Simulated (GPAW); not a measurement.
**Optical response of KMgF3**

Wanted: where KMgF3 starts to absorb, how strongly, and its refractive index.

Method: DFT, PBE, plane-wave PAW (GPAW data sets), scalar-relativistic, RPA, optical limit, in GPAW 26.7.0.

**1. The starting structure**

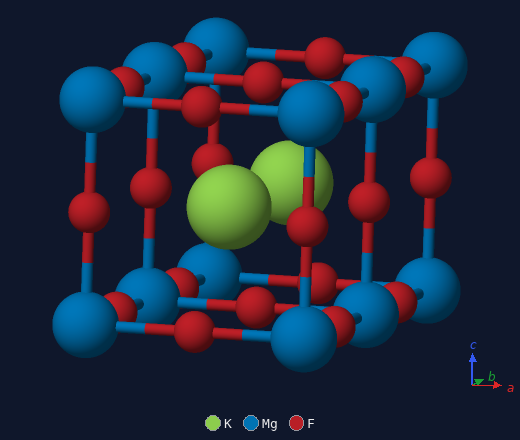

The starting structure, seen slightly off an axis (potassium green, magnesium blue, fluorine red). 1×2×1 cells are drawn. Some periodic images of atoms are drawn too.

**2. Ground state**

First the ground state: is it a metal or has it a gap?

This step: DFT, PBE, plane-wave PAW (GPAW data sets), scalar-relativistic, ground state (GPAW 26.7.0).

The input, gs.py:

```python
from ase import Atoms
from ase.dft.bandgap import bandgap
from gpaw import GPAW, PW, FermiDirac

atoms = Atoms(['K', 'Mg', 'F', 'F', 'F'],
              cell=[[3.985900000000, 0.000000000000, 0.000000000000],
                    [0.000000000000, 3.985900000000, 0.000000000000],
                    [0.000000000000, 0.000000000000, 3.985900000000]],
              scaled_positions=[[0.500000000000, 0.500000000000, 0.500000000000],
                                [0.000000000000, 0.000000000000, 0.000000000000],
                                [0.000000000000, 0.000000000000, 0.500000000000],
                                [0.000000000000, 0.500000000000, 0.000000000000],
                                [0.500000000000, 0.000000000000, 0.000000000000]],
              pbc=[True, True, True])
atoms.calc = GPAW(mode=PW(500), xc='PBE', kpts={'size': (6, 6, 6), 'gamma': True},
                  occupations=FermiDirac(0.05), maxiter=150, txt='gs.txt')
print('energy (eV)', atoms.get_potential_energy())
print('Fermi level (eV)', atoms.calc.get_fermi_level())
print('valence electrons', atoms.calc.get_number_of_electrons())
print('gap (eV)', bandgap(atoms.calc, output=None)[0])
print('direct gap (eV)', bandgap(atoms.calc, direct=True, output=None)[0])
atoms.calc.write('gs.gpw')
```

Command:

```bash
$ OMP_NUM_THREADS=1 python gs.py
```

Numbers of over 12 decimals in the logs are rounded to 6 here.

Log:

```text
__  _  _
 | _ |_)|_||  |
 |__||  | ||/\| - 26.7.0

Versions:
  Python: 3.12.14
  ASE:    3.29.0
  Numpy:  2.5.5
  Scipy:  1.18.1
  Libxc:  7.0.0

Input parameters:
  mode=PW(ecut=500.0),
  kpts=MonkhorstPack(size=(6, 6, 6), gamma=True),
  maxiter=150,
  occupations=Occupations(name='fermi-dirac', width=0.05, fixmagmom=False),
  xc=XC(name='PBE')

Diagonalizing LCAO Hamiltonian
Converting LCAO to pw mode
   .---------.
  /|         |
 * |         |
 | |         |
 | |   K     |
 F .---------.
 |F         /
 Mg---F----*

Atoms  # Å, Bohr magnetons
|   | symbol |        x |        y |        z |    initial magnetic moments |
| 0 |      K | 1.992950 | 1.992950 | 1.992950 | ( 0.0000,  0.0000,  0.0000) |
| 1 |     Mg | 0.000000 | 0.000000 | 0.000000 | ( 0.0000,  0.0000,  0.0000) |
| 2 |      F | 0.000000 | 0.000000 | 1.992950 | ( 0.0000,  0.0000,  0.0000) |
| 3 |      F | 0.000000 | 1.992950 | 0.000000 | ( 0.0000,  0.0000,  0.0000) |
| 4 |      F | 1.992950 | 0.000000 | 0.000000 | ( 0.0000,  0.0000,  0.0000) |

Unit cell  # Å
| periodic |        x |        y |        z |  lengths |    angles |
|      yes | 3.985900 | 0.000000 | 0.000000 | 3.985900 | 90.000000 |
|      yes | 0.000000 | 3.985900 | 0.000000 | 3.985900 | 90.000000 |
|      yes | 0.000000 | 0.000000 | 3.985900 | 3.985900 | 90.000000 |

Number of symmetries: 48
Symmetry operations  # r_c * U_cc + t_c -> r_c
|    | kind |            matrix            |
|  0 |  E   |  1, 0, 0,  0, 1, 0,  0, 0, 1 |
|  1 |  σ   |  1, 0, 0,  0, 1, 0,  0, 0,-1 |
|  2 |  σ   |  1, 0, 0,  0, 0, 1,  0, 1, 0 |
|  3 |  C4  |  1, 0, 0,  0, 0, 1,  0,-1, 0 |
|  4 |  C4  |  1, 0, 0,  0, 0,-1,  0, 1, 0 |
|  5 |  σ   |  1, 0, 0,  0, 0,-1,  0,-1, 0 |
|  6 |  σ   |  1, 0, 0,  0,-1, 0,  0, 0, 1 |
|  7 |  C2  |  1, 0, 0,  0,-1, 0,  0, 0,-1 |
|  8 |  σ   |  0, 1, 0,  1, 0, 0,  0, 0, 1 |
|  9 |  C2  |  0, 1, 0,  1, 0, 0,  0, 0,-1 |
| 10 |  C3  |  0, 1, 0,  0, 0, 1,  1, 0, 0 |
| 11 |  S6  |  0, 1, 0,  0, 0, 1, -1, 0, 0 |
| 12 |  S6  |  0, 1, 0,  0, 0,-1,  1, 0, 0 |
| 13 |  C3  |  0, 1, 0,  0, 0,-1, -1, 0, 0 |
| 14 |  C4  |  0, 1, 0, -1, 0, 0,  0, 0, 1 |
| 15 |  S4  |  0, 1, 0, -1, 0, 0,  0, 0,-1 |
| 16 |  C3  |  0, 0, 1,  1, 0, 0,  0, 1, 0 |
| 17 |  S6  |  0, 0, 1,  1, 0, 0,  0,-1, 0 |
| 18 |  σ   |  0, 0, 1,  0, 1, 0,  1, 0, 0 |
| 19 |  C4  |  0, 0, 1,  0, 1, 0, -1, 0, 0 |
| 20 |  C2  |  0, 0, 1,  0,-1, 0,  1, 0, 0 |
| 21 |  S4  |  0, 0, 1,  0,-1, 0, -1, 0, 0 |
| 22 |  S6  |  0, 0, 1, -1, 0, 0,  0, 1, 0 |
| 23 |  C3  |  0, 0, 1, -1, 0, 0,  0,-1, 0 |
| 24 |  S6  |  0, 0,-1,  1, 0, 0,  0, 1, 0 |
| 25 |  C3  |  0, 0,-1,  1, 0, 0,  0,-1, 0 |
| 26 |  C4  |  0, 0,-1,  0, 1, 0,  1, 0, 0 |
| 27 |  σ   |  0, 0,-1,  0, 1, 0, -1, 0, 0 |
| 28 |  S4  |  0, 0,-1,  0,-1, 0,  1, 0, 0 |
| 29 |  C2  |  0, 0,-1,  0,-1, 0, -1, 0, 0 |
| 30 |  C3  |  0, 0,-1, -1, 0, 0,  0, 1, 0 |
| 31 |  S6  |  0, 0,-1, -1, 0, 0,  0,-1, 0 |
| 32 |  C4  |  0,-1, 0,  1, 0, 0,  0, 0, 1 |
| 33 |  S4  |  0,-1, 0,  1, 0, 0,  0, 0,-1 |
| 34 |  S6  |  0,-1, 0,  0, 0, 1,  1, 0, 0 |
| 35 |  C3  |  0,-1, 0,  0, 0, 1, -1, 0, 0 |
| 36 |  C3  |  0,-1, 0,  0, 0,-1,  1, 0, 0 |
| 37 |  S6  |  0,-1, 0,  0, 0,-1, -1, 0, 0 |
| 38 |  σ   |  0,-1, 0, -1, 0, 0,  0, 0, 1 |
| 39 |  C2  |  0,-1, 0, -1, 0, 0,  0, 0,-1 |
| 40 |  σ   | -1, 0, 0,  0, 1, 0,  0, 0, 1 |
| 41 |  C2  | -1, 0, 0,  0, 1, 0,  0, 0,-1 |
| 42 |  C2  | -1, 0, 0,  0, 0, 1,  0, 1, 0 |
| 43 |  S4  | -1, 0, 0,  0, 0, 1,  0,-1, 0 |
| 44 |  S4  | -1, 0, 0,  0, 0,-1,  0, 1, 0 |
| 45 |  C2  | -1, 0, 0,  0, 0,-1,  0,-1, 0 |
| 46 |  C2  | -1, 0, 0,  0,-1, 0,  0, 0, 1 |
| 47 |  i   | -1, 0, 0,  0,-1, 0,  0, 0,-1 |

BZ-sampling:
  Number of BZ points: 216
  Number of IBZ points: 20

  Monkhorst-Pack size: [6, 6, 6]
  Monkhorst-Pack shift: [0.083333, 0.083333, 0.083333]

K-points  # in reciprocal-cell coordinates
|     |                                coordinates |     weight |
|   0 | (  0.00000000,   0.00000000,   0.00000000) | 0.00462963 |
|   1 | (  0.16666667,   0.00000000,   0.00000000) | 0.02777778 |
|   2 | (  0.16666667,   0.16666667,   0.00000000) | 0.05555556 |
|   3 | (  0.16666667,   0.16666667,   0.16666667) | 0.03703704 |
|   4 | (  0.33333333,   0.00000000,   0.00000000) | 0.02777778 |
|   5 | (  0.33333333,   0.16666667,   0.00000000) | 0.11111111 |
|   6 | (  0.33333333,   0.16666667,   0.16666667) | 0.11111111 |
|   7 | (  0.33333333,   0.33333333,   0.00000000) | 0.05555556 |
|   8 | (  0.33333333,   0.33333333,   0.16666667) | 0.11111111 |
|   9 | (  0.33333333,   0.33333333,   0.33333333) | 0.03703704 |
| ... |                                            |            |
|  19 | (  0.50000000,   0.50000000,   0.50000000) | 0.00462963 |

Plane wave coefficients: 1640
Cutoff: 500.0 eV

Spin-components: 1 (collinear spins)
Bands:           25
Projectors:      25
Spin-degeneracy: 2
Datatype:        complex128

Parallelization:
  kpt:    1
  domain: 1
  band:   1

Density:
  Valence electrons: 40.0
  Components: 1
  Grid points: [21 21 21]
  Charge: 0.0  # |e|

Potential:
  Grid points: [21 21 21]

species:
  K:
    name:    Potassium
    id:
    Z:       19.0
    valence: 9
    core:    10
    charge:  0.0  # [|e|]
    compensation charges:
      type: gauss
      rc: 0.35  # [Å]
      lmax: 2
    cutoffs:
      filter: 1.91  # [Å]
      core: 1.27  # [Å]
    projectors
    | kind |    occ | energy [eV] | rcut [Å] |
    |   3s |  2.000 |     -35.338 |    1.122 |
    |   4s |  1.000 |      -2.319 |    1.122 |
    |   3p |  6.000 |     -18.813 |    1.106 |
    |    p |        |       8.398 |    1.106 |
    |    d |        |       0.000 |    0.937 |

    Using partial waves for K as LCAO basis

  Mg:
    name:    Magnesium
    id:
    Z:       12.0
    valence: 10
    core:    2
    charge:  0.0  # [|e|]
    compensation charges:
      type: gauss
      rc: 0.33  # [Å]
      lmax: 2
    cutoffs:
      filter: 1.86  # [Å]
      core: 0.54  # [Å]
    projectors
    | kind |    occ | energy [eV] | rcut [Å] |
    |   2s |  2.000 |     -79.840 |    1.090 |
    |   3s |  2.000 |      -4.705 |    1.090 |
    |   2p |  6.000 |     -46.613 |    1.085 |
    |   3p |  0.000 |      -1.330 |    1.085 |
    |    d |        |       0.000 |    1.037 |

    Using partial waves for Mg as LCAO basis

  F:
    name:    Fluorine
    id:
    Z:       9.0
    valence: 7
    core:    2
    charge:  0.0  # [|e|]
    compensation charges:
      type: gauss
      rc: 0.20  # [Å]
      lmax: 2
    cutoffs:
      filter: 1.14  # [Å]
      core: 0.74  # [Å]
    projectors
    | kind |    occ | energy [eV] | rcut [Å] |
    |   2s |  2.000 |     -29.898 |    0.635 |
    |   2p |  5.000 |     -11.110 |    0.635 |
    |    s |        |      -2.687 |    0.635 |
    |    p |        |      16.102 |    0.635 |
    |    d |        |       0.000 |    0.635 |

    Using partial waves for F as LCAO basis

Reference energy: -29974.140463  # eV

eigensolver:
  PPCG
  Converge bands: occupied
  niter=2

density mixing:
  MSR1-Mixer
  Pratt-step length: 0.05
  Maximum mixing coefficient: 0.75
  Old densities: 10
  SVD Regularization: 0.005
  Good broyden scale: 1.0
  Trust region scale: 1.0
  Backstep threshold: 4.0
  History deletion threshold: 6.0
  Fourier metric: weight=20.0, sigma=0.015

occupation numbers:
  Fermi-Dirac:
    width: 0.0500  # eV

poisson solver:
  ecut: 4000.0  # eV

xc functional:
  name: PBE with 2 nearest neighbor stencil

convergence criteria:
- Maximum [total energy] change in last 3 cyles: 0.0005 eV / valence electron
- Maximum integral of absolute [dens]ity change: 0.0001 electrons / valence electron
- Maximum integral of absolute [eigenst]ate change: 4e-08 eV^2 / valence electron
maximum number of iterations: 150

SCF iterations
|iter     |      energy | eigst |  dens |
|iter:   1||  -25.455138 | -0.12 |       |
|iter:   2||  -25.121820 | -1.85 | -1.18 |
|iter:   3||  -24.159989 | -0.61 | -1.23 |
|iter:   4||  -24.184858 | -2.63 | -1.65 |
|iter:   5||  -24.196993 | -2.87 | -1.94 |
|iter:   6||  -24.197232c| -4.71 | -2.95 |
|iter:   7||  -24.197266c| -5.74 | -3.44 |
|iter:   8||  -24.197268c| -6.48 | -4.06c|
|iter:   9||  -24.197268c| -7.60c| -5.08c|

Converged in 9 steps
SCF loop duration: 14.676 s (1.631 s/step)
Energy contributions relative to reference atoms: (reference = -29974.140463)

Energy contributions:
  Kinetic:          25.474208
  Coulomb:         -22.487638
  Zero:             -0.004969
  External:          0.000000
  Xc:              -27.178869
  Entropy:          -0.000000
  Spinorbit:         0.000000
  ----------------------------
  Free energy:     -24.197268
  Extrapolated:    -24.197268

dipole moment: (-29.498095, -29.498095, -29.498095)  # |e|*Ang

Fermi level: 2.934
Eigenvalues  # (at kpt = [0.000, 0.000, 0.000])
| band index |      eig [eV] | occ [0-2] |
|          0 |       -70.315 |     2.000 |
|        ... |               |           |
|         12 |        -1.840 |     2.000 |
|         13 |        -1.840 |     2.000 |
|         14 |        -0.057 |     2.000 |
|         15 |        -0.057 |     2.000 |
|         16 |        -0.057 |     2.000 |
|         17 |         0.240 |     2.000 |
|         18 |         0.240 |     2.000 |
|         19 |         0.240 |     2.000 |
|         20 |         7.875 |     0.000 |
|         21 |        10.615 |     0.000 |
|         22 |        14.657 |     0.000 |
|         23 |        17.494 |     0.000 |
|         24 |        17.494 |     0.000 |

Gap: 7.318 eV
Transition (v -> c):
  (s=0, k=19, n=19, [0.50, 0.50, 0.50]) -> (s=0, k=0, n=20, [0.00, 0.00, 0.00])
Direct/indirect transitions are different
Direct gap: 7.635 eV
Transition at: (s=0, k=0, n=19, [0.00, 0.00, 0.00])

--- standard output ---
energy (eV) -24.197268
Fermi level (eV) 2.934204
valence electrons 40.0
gap (eV) 7.318192
direct gap (eV) 7.635153
```

Wall time 17 s (1 thread of Arm Neoverse V1, shared host); peak memory 0.16 GiB.

Numbers from this step:

| Item | Value |
| --- | --- |
| energy | -24.20 eV |
| Fermi energy | 2.934 eV |
| gap on the k-mesh | 7.318 eV |
| direct gap on the mesh | 7.635 eV |
| electrons | 40 |

There is a gap, 7.32 eV on this mesh (points off the mesh can give less), so no carriers' term is needed.

**3. Bands for the response**

At the fixed density, many empty bands are solved on the mesh of the response, since the spectrum sums over them.

This step: DFT, PBE, plane-wave PAW (GPAW data sets), scalar-relativistic, bands at fixed density (GPAW 26.7.0).

The input, nscf.py:

```python
from ase.dft.bandgap import bandgap
from gpaw import GPAW, FermiDirac

calc = GPAW('gs.gpw').fixed_density(kpts={'size': (8, 8, 8), 'gamma': True}, nbands=49, convergence={'bands': 43},
                                    occupations=FermiDirac(0.001), txt='nscf.txt')
print('gap (eV)', bandgap(calc, output=None)[0])
print('direct gap (eV)', bandgap(calc, direct=True, output=None)[0])
print('top band over the Fermi level (eV)', min(calc.get_eigenvalues(kpt=k)[42] for k in range(len(calc.get_ibz_k_points()))) - calc.get_fermi_level())
calc.write('full.gpw', mode='all')
```

Command:

```bash
$ OMP_NUM_THREADS=1 python nscf.py
```

Log:

```text
Diagonalizing LCAO Hamiltonian
Converting LCAO to pw mode
convergence criteria:
- Maximum integral of absolute [eigenst]ate change: 4e-08 eV^2 / valence electron
maximum number of iterations: 150

SCF iterations
|iter     |      energy | eigst |  dens |
|iter:   1||             | +3.19 |       |
|iter:   2||             | +2.04 |       |
|iter:   3||             | +1.18 |       |
|iter:   4||             | +0.20 |       |
|iter:   5||             | -0.73 |       |
|iter:   6||             | -1.70 |       |
|iter:   7||             | -2.63 |       |
|iter:   8||             | -3.62 |       |
|iter:   9||             | -4.49 |       |
|iter:  10||             | -5.42 |       |
|iter:  11||             | -6.18 |       |
|iter:  12||             | -6.97 |       |
|iter:  13||             | -7.62c|       |
SCF steps: 13
  __  _  _
 | _ |_)|_||  |
 |__||  | ||/\| - 26.7.0

Versions:
  Python: 3.12.14
  ASE:    3.29.0
  Numpy:  2.5.5
  Scipy:  1.18.1
  Libxc:  7.0.0

Input parameters:
  mode=PW(ecut=500.0),
  convergence={'bands': 43},
  gpts=array([21, 21, 21]),
  kpts=MonkhorstPack(size=(8, 8, 8), gamma=True),
  maxiter=150,
  nbands=49,
  occupations=Occupations(name='fermi-dirac', width=0.001, fixmagmom=False),
  parallel={},
  xc=XC(name='PBE')

--- standard output ---
gap (eV) 7.316808
direct gap (eV) 7.635153
top band over the Fermi level (eV) 25.985161
```

It took 68 s on 1 thread; peak memory 0.21 GiB.

This step gave:

- gap on the k-mesh: 7.317 eV

(Part 1 of 2 ends here.)

[Machine, clock and banner lines and Python warnings are left out of the logs.]

[Logs are printed without paths, hosts, clocks, repeated set-up lines and the standing remarks that a program may print on its own settings, such as how far it seeks lower states.]

[Hosts, paths, dates, database ids (printed as entryN), source tags and the programs' standing remarks are cut or masked in the printed files.]
